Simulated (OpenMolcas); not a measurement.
# RuF6 (charge −3): excited-state calculation (part 2 of 3)

The same run, continued: RuF6, charge −3, multiplicity 2; CASPT2/ANO-RCC-VDZ, DKH2 (OpenMolcas 26.06). The run did not end well. The atoms were displaced at random from an optimised geometry. The settings of this run were made unusual or wrong on purpose.

Geometry of the input (Å):
```
Ru -0.0002  -0.1833  -0.0595
F  0.0603  0.1229  2.1110
F  0.1598  -0.0533  -1.9568
F  2.0051  -0.0524  -0.0606
F  -2.0749  0.1502  -0.0868
F  -0.1726  2.0633  0.1645
F  -0.0450  -2.0202  0.0516
```

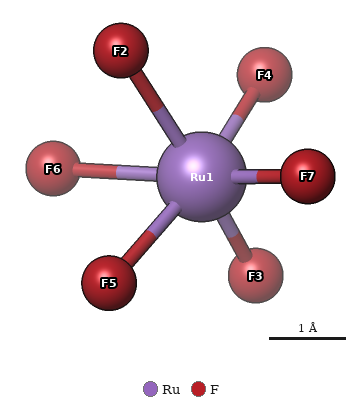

The structure as given in the input (ball-and-stick view, seen at a tilt; atoms are numbered from 1 in the order of the input). Sticks mark near contacts.

## What the program printed, continued
```
      ************************************************************************************************************************
      *                                                    Final results                                                     *
      ************************************************************************************************************************

++    Final optimization conditions:
      ------------------------------

      Average CI energy                           -5124.47799224
      RASSCF energy for state  5                  -5124.43272180
      Super-CI energy                                -0.00201905
      RASSCF energy change                            0.00000000
      Max change in MO coefficients               4.126E-02
      Max non-diagonal density matrix element    -5.446E-02
      Maximum BLB matrix element                 -1.114E-02
      (orbital pair  41,  53 in symmetry   1)
      Norm of electronic gradient            6.018E-02
--

      Final state energy(ies):
      ------------------------

::    RASSCF root number  1 Total energy:  -5124.51054500
::    RASSCF root number  2 Total energy:  -5124.50886829
::    RASSCF root number  3 Total energy:  -5124.50477285
::    RASSCF root number  4 Total energy:  -5124.43305328
::    RASSCF root number  5 Total energy:  -5124.43272180
      Von Neumann Entropy (Root   1) =  0.77768

      Mulliken population analysis for root number:  1
      -----------------------------------------------

++    Molecular charges:
      ------------------

      Mulliken charges per centre
      ---------------------------

                RU1     F2      F3      F4      F5      F6      F7
      Total   42.1261  9.8441  9.7707  9.8105  9.8337  9.8575  9.7574

      N-E      1.8739 -0.8441 -0.7707 -0.8105 -0.8337 -0.8575 -0.7574

      Total electronic charge=  101.000000

      Total            charge=   -3.000000
--

      Expectation values of various properties for root number:  1
      -----------------------------------------------------------

++    Molecular properties:
      ---------------------

      Charge (e):
                      =   -3.0000
      Dipole Moment (debye):
      Origin of the operator (angstrom)=   -0.0060   -0.0680   -0.0085
                   X=  4.4053E-01               Y= -4.1537E+00               Z= -2.1184E+00           Total=  4.6834E+00
      Center of Charge (angstrom)
                     X=   -0.03123932               Y=    0.28070100               Z=    0.14606773
      Quadrupole Moment (debye*angstrom):
      Origin of the operator (angstrom)=   -0.0060   -0.0680   -0.0085
                  XX= -9.0037E+01              XY=  2.7897E+00              XZ=  3.2475E-01              YY= -8.8944E+01
                  YZ= -2.4601E+00              ZZ= -8.8497E+01
      In traceless form (debye*angstrom)
                  XX= -1.3159E+00              XY=  4.1846E+00              XZ=  4.8713E-01              YY=  3.2286E-01
                  YZ= -3.6902E+00              ZZ=  9.9304E-01
--

      Mulliken spin population analysis for root number:  1
      ---------------------------------------------------

++    Molecular charges:
      ------------------

      Mulliken spin population per centre
      ---------------------------

                RU1     F2      F3      F4      F5      F6      F7
      Total    0.9879  0.0001  0.0079 -0.0035 -0.0035 -0.0004  0.0115

      Total electronic spin=    1.000000
--

      LoProp population analysis for root number:  1
      -----------------------------------------------

++    LoProp analysis:
      ----------------

++    Static properties:
      ------------------

      LoProp Charges per center

                   RU1      F2       F3       F4       F5       F6       F7
      Nuclear     44.0000   9.0000   9.0000   9.0000   9.0000   9.0000   9.0000
      Electronic -42.1072  -9.8480  -9.7705  -9.8195  -9.8413  -9.8620  -9.7515

      Total        1.8928  -0.8480  -0.7705  -0.8195  -0.8413  -0.8620  -0.7515
--

      Natural Bond Order analysis for root number:  1

++    Natural Bond Order analysis
      ---------------------------
      Based on LoProp computed density
      -------------------------------------------------------------------------------------
      Atom A       Atom B       Bond Order
      -------------------------------------------------------------------------------------
      NBO located      0.968 non-bonded electrons on atom RU1
      NBO located      0.970 non-bonded electrons on atom RU1
      NBO located      0.979 non-bonded electrons on atom RU1
      NBO located      0.981 non-bonded electrons on atom RU1
      NBO located      0.983 non-bonded electrons on atom RU1
      NBO located      0.998 non-bonded electrons on atom RU1
      NBO located      1.000 non-bonded electrons on atom RU1
      NBO located      1.000 non-bonded electrons on atom RU1
      NBO located      1.000 non-bonded electrons on atom RU1
      NBO located      1.000 non-bonded electrons on atom RU1
      NBO located      1.000 non-bonded electrons on atom RU1
      NBO located      1.000 non-bonded electrons on atom RU1
      NBO located      1.000 non-bonded electrons on atom RU1
      NBO located      1.000 non-bonded electrons on atom RU1
      NBO located      1.000 non-bonded electrons on atom RU1
      NBO located      1.000 non-bonded electrons on atom RU1
      NBO located      1.000 non-bonded electrons on atom RU1
      NBO located      1.000 non-bonded electrons on atom RU1
      NBO located      1.000 non-bonded electrons on atom RU1
      NBO located      0.943 non-bonded electrons on atom F2
      NBO located      1.000 non-bonded electrons on atom F2
      NBO located      1.009 non-bonded electrons on atom F2
      NBO located      1.005 non-bonded electrons on atom F2
      NBO located      0.902 non-bonded electrons on atom F3
      NBO located      1.000 non-bonded electrons on atom F3
      NBO located      0.992 non-bonded electrons on atom F3
      NBO located      0.997 non-bonded electrons on atom F3
      NBO located      0.922 non-bonded electrons on atom F4
      NBO located      1.000 non-bonded electrons on atom F4
      NBO located      1.001 non-bonded electrons on atom F4
      NBO located      0.996 non-bonded electrons on atom F4
      NBO located      0.932 non-bonded electrons on atom F5
      NBO located      1.000 non-bonded electrons on atom F5
      NBO located      1.008 non-bonded electrons on atom F5
      NBO located      1.002 non-bonded electrons on atom F5
      NBO located      0.950 non-bonded electrons on atom F6
      NBO located      1.000 non-bonded electrons on atom F6
      NBO located      1.009 non-bonded electrons on atom F6
      NBO located      1.007 non-bonded electrons on atom F6
      NBO located      1.000 non-bonded electrons on atom F7
      NBO located      0.993 non-bonded electrons on atom F7
      NBO located      0.985 non-bonded electrons on atom F7
      The remaining    8.904 electrons are to be considered as diffuse
--

--

      Von Neumann Entropy (Root   2) =  0.78538

      Mulliken population analysis for root number:  2
      -----------------------------------------------

++    Molecular charges:
      ------------------

      Mulliken charges per centre
      ---------------------------

                RU1     F2      F3      F4      F5      F6      F7
      Total   42.1243  9.8514  9.7859  9.7980  9.8240  9.8583  9.7581

      N-E      1.8757 -0.8514 -0.7859 -0.7980 -0.8240 -0.8583 -0.7581

      Total electronic charge=  101.000000

      Total            charge=   -3.000000
--

      Expectation values of various properties for root number:  2
      -----------------------------------------------------------

++    Molecular properties:
      ---------------------

      Charge (e):
                      =   -3.0000
      Dipole Moment (debye):
      Origin of the operator (angstrom)=   -0.0060   -0.0680   -0.0085
                   X=  4.5362E-01               Y= -4.1544E+00               Z= -2.0418E+00           Total=  4.6512E+00
      Center of Charge (angstrom)
                     X=   -0.03214807               Y=    0.28075334               Z=    0.14075662
      Quadrupole Moment (debye*angstrom):
      Origin of the operator (angstrom)=   -0.0060   -0.0680   -0.0085
                  XX= -8.8708E+01              XY=  2.7418E+00              XZ=  5.6722E-01              YY= -8.8994E+01
                  YZ= -2.3915E+00              ZZ= -8.9798E+01
      In traceless form (debye*angstrom)
                  XX=  6.8857E-01              XY=  4.1127E+00              XZ=  8.5083E-01              YY=  2.5889E-01
                  YZ= -3.5872E+00              ZZ= -9.4746E-01
--

      Mulliken spin population analysis for root number:  2
      ---------------------------------------------------

++    Molecular charges:
      ------------------

      Mulliken spin population per centre
      ---------------------------

                RU1     F2      F3      F4      F5      F6      F7
      Total    0.9917 -0.0032 -0.0038  0.0040  0.0017 -0.0009  0.0105

      Total electronic spin=    1.000000
--

      LoProp population analysis for root number:  2
      -----------------------------------------------

++    LoProp analysis:
      ----------------

++    Static properties:
      ------------------

      LoProp Charges per center

                   RU1      F2       F3       F4       F5       F6       F7
      Nuclear     44.0000   9.0000   9.0000   9.0000   9.0000   9.0000   9.0000
      Electronic -42.1037  -9.8589  -9.7937  -9.8008  -9.8271  -9.8633  -9.7524

      Total        1.8963  -0.8589  -0.7937  -0.8008  -0.8271  -0.8633  -0.7524
--

      Natural Bond Order analysis for root number:  2

++    Natural Bond Order analysis
      ---------------------------
      Based on LoProp computed density
      -------------------------------------------------------------------------------------
      Atom A       Atom B       Bond Order
      -------------------------------------------------------------------------------------
      NBO located      0.969 non-bonded electrons on atom RU1
      NBO located      0.976 non-bonded electrons on atom RU1
      NBO located      0.984 non-bonded electrons on atom RU1
      NBO located      0.981 non-bonded electrons on atom RU1
      NBO located      0.979 non-bonded electrons on atom RU1
      NBO located      0.998 non-bonded electrons on atom RU1
      NBO located      1.000 non-bonded electrons on atom RU1
      NBO located      1.000 non-bonded electrons on atom RU1
      NBO located      1.000 non-bonded electrons on atom RU1
      NBO located      1.000 non-bonded electrons on atom RU1
      NBO located      1.000 non-bonded electrons on atom RU1
      NBO located      1.000 non-bonded electrons on atom RU1
      NBO located      1.000 non-bonded electrons on atom RU1
      NBO located      1.000 non-bonded electrons on atom RU1
      NBO located      1.000 non-bonded electrons on atom RU1
      NBO located      1.000 non-bonded electrons on atom RU1
      NBO located      1.000 non-bonded electrons on atom RU1
      NBO located      1.000 non-bonded electrons on atom RU1
      NBO located      1.000 non-bonded electrons on atom RU1
      NBO located      0.943 non-bonded electrons on atom F2
      NBO located      1.000 non-bonded electrons on atom F2
      NBO located      1.009 non-bonded electrons on atom F2
      NBO located      1.006 non-bonded electrons on atom F2
      NBO located      0.904 non-bonded electrons on atom F3
      NBO located      1.000 non-bonded electrons on atom F3
      NBO located      0.995 non-bonded electrons on atom F3
      NBO located      0.992 non-bonded electrons on atom F3
      NBO located      0.921 non-bonded electrons on atom F4
      NBO located      1.000 non-bonded electrons on atom F4
      NBO located      1.002 non-bonded electrons on atom F4
      NBO located      0.996 non-bonded electrons on atom F4
      NBO located      0.931 non-bonded electrons on atom F5
      NBO located      1.000 non-bonded electrons on atom F5
      NBO located      1.008 non-bonded electrons on atom F5
      NBO located      1.002 non-bonded electrons on atom F5
      NBO located      0.950 non-bonded electrons on atom F6
      NBO located      1.000 non-bonded electrons on atom F6
      NBO located      1.009 non-bonded electrons on atom F6
      NBO located      1.007 non-bonded electrons on atom F6
      NBO located      1.000 non-bonded electrons on atom F7
      NBO located      0.986 non-bonded electrons on atom F7
      NBO located      0.992 non-bonded electrons on atom F7
      The remaining    8.893 electrons are to be considered as diffuse
--

--

      Von Neumann Entropy (Root   3) =  0.80538

      Mulliken population analysis for root number:  3
      -----------------------------------------------

++    Molecular charges:
      ------------------

      Mulliken charges per centre
      ---------------------------

                RU1     F2      F3      F4      F5      F6      F7
      Total   42.1215  9.8441  9.7717  9.7989  9.8246  9.8634  9.7759

      N-E      1.8785 -0.8441 -0.7717 -0.7989 -0.8246 -0.8634 -0.7759

      Total electronic charge=  101.000000

      Total            charge=   -3.000000
--

      Expectation values of various properties for root number:  3
      -----------------------------------------------------------

++    Molecular properties:
      ---------------------

      Charge (e):
                      =   -3.0000
      Dipole Moment (debye):
      Origin of the operator (angstrom)=   -0.0060   -0.0680   -0.0085
                   X=  4.4157E-01               Y= -3.9908E+00               Z= -2.0669E+00           Total=  4.5159E+00
      Center of Charge (angstrom)
                     X=   -0.03131185               Y=    0.26939658               Z=    0.14249623
      Quadrupole Moment (debye*angstrom):
      Origin of the operator (angstrom)=   -0.0060   -0.0680   -0.0085
                  XX= -8.8741E+01              XY=  2.6032E+00              XZ=  4.8349E-01              YY= -9.0297E+01
                  YZ= -2.5731E+00              ZZ= -8.8509E+01
      In traceless form (debye*angstrom)
                  XX=  6.6252E-01              XY=  3.9049E+00              XZ=  7.2523E-01              YY= -1.6723E+00
                  YZ= -3.8596E+00              ZZ=  1.0098E+00
--

      Mulliken spin population analysis for root number:  3
      ---------------------------------------------------

++    Molecular charges:
      ------------------

      Mulliken spin population per centre
      ---------------------------

                RU1     F2      F3      F4      F5      F6      F7
      Total    0.9961 -0.0003  0.0066  0.0027  0.0014 -0.0032 -0.0031

      Total electronic spin=    1.000000
--
```
